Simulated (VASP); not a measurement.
Band structure of C (graphite). These are vdW-DF-cx, VASP's PBE PAW potentials (set 64) (plane waves; VASP) values and carry that method's errors.

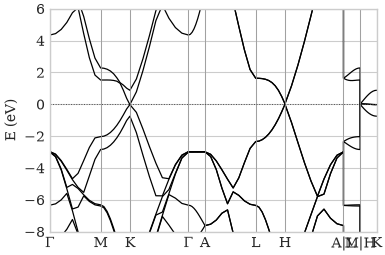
*Bands along high-symmetry lines, zero at the valence-band maximum or, without a gap, the Fermi level*

Question: Read the plot: is there a gap, and where are the band edges?

Answer: It has no gap at this level: it comes out as a metal or semimetal. (Edges off the drawn lines would not show.)

The compound is C in the graphite structure. It was relaxed first.
